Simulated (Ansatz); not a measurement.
We consider bcc Nb, described by HSE06 (PAW; Ansatz, a program for electronic structure).

Settings: plane-wave cutoff 460 eV, 14×14×14 k mesh, Fermi–Dirac smearing 0.05 eV, no spin polarisation, scalar-relativistic PAW data made under PBE.

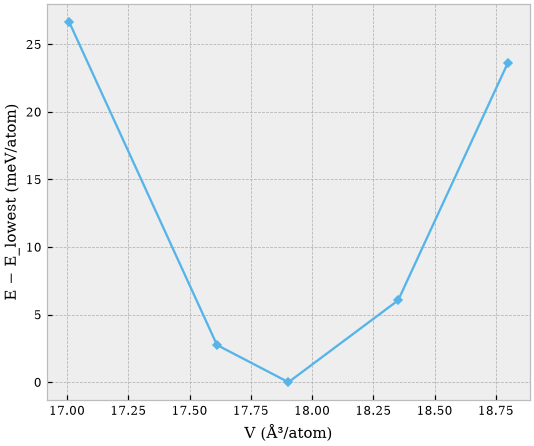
Figure: Total energy against volume

Task: From the curve, estimate the equilibrium volume and the bulk modulus.

Result: V0 ≈ 17.9 Å³/atom and B0 ≈ 180 GPa; the fit gives V0 = 17.905 Å³/atom, B0 = 180 GPa, B′ = 2.4.

Measured, for comparison: bulk modulus 173 GPa (0 K value with the zero-point phonon effect removed; as tabulated in Mejia-Rodriguez and Trickey (2018), arXiv:1807.09216); equilibrium volume per atom 17.87 Å³/atom (static lattice: zero-point anharmonic expansion removed; as tabulated in Mejia-Rodriguez and Trickey (2018), arXiv:1807.09216). Computed (rounded) less measured: bulk modulus +4 %, equilibrium volume per atom +0.2 %.

Computed values are for the static lattice.

It cost roughly 10 core-minutes of CPU time.
